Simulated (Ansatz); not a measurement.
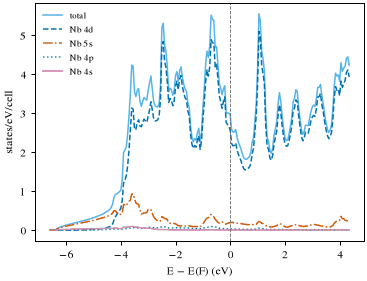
*Total and projected density of states of Nb in space group P6/mmm (No. 191; Nb on 1a, Nb on 2d), DFT-r²SCAN in the program Ansatz with PAW potentials*

Q: Which orbitals carry the states next to the Fermi level?

A: Within 0.5 eV of the Fermi level: Nb 4d 89 %, Nb 5s 6 %. Projections are on Löwdin-orthogonalised atomic valence shells; empty p or d shells of many metals are not among them.

Q: Where is the tallest occupied peak in this window, and what makes it?

A: Near -0.7 eV, about 5.5 states/eV per cell; the largest projected share is Nb 4d.

The start of the workflow was typed in or built on a structure type; neither database checked (COD, Materials Project) lists it. It is not the phase usual at ambient conditions (space group No. 229). The cell was relaxed with r²SCAN under the symmetry of its start; its stability against distortions is not shown here. No spin polarisation was allowed. Scalar-relativistic: spin–orbit coupling is off unless named, which matters more the heavier the elements.

Potentials: the earlier of the program's two PAW sets.
